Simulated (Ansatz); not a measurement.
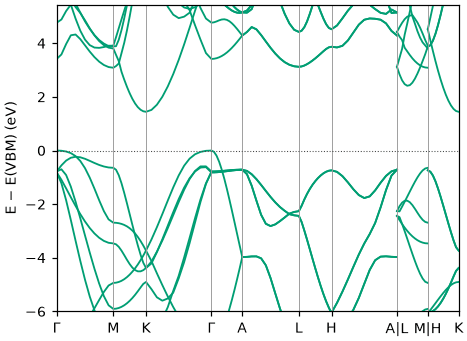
Figure. Band structure from the program Ansatz at the PBE level (PAW)

### Question
Read off the gap and where the band edges lie.

### Answer
About 1.4 eV (1.44 eV by a search for the band edges); maximum at Γ, minimum at K.

The material is BeS (NiAs type, P6_3/mmc).

The cell is a constructed one: a structure type filled with these elements; neither database checked (COD, Materials Project) lists it. COD files the formula under space group No. 216, so this cell is another polymorph or a model. Whether it is the stable phase at ambient conditions was not checked. The PBE relaxation kept the symmetry of its start. At this level the phase is dynamically unstable (imaginary phonons).

Potentials: the later of the program's two PAW sets.
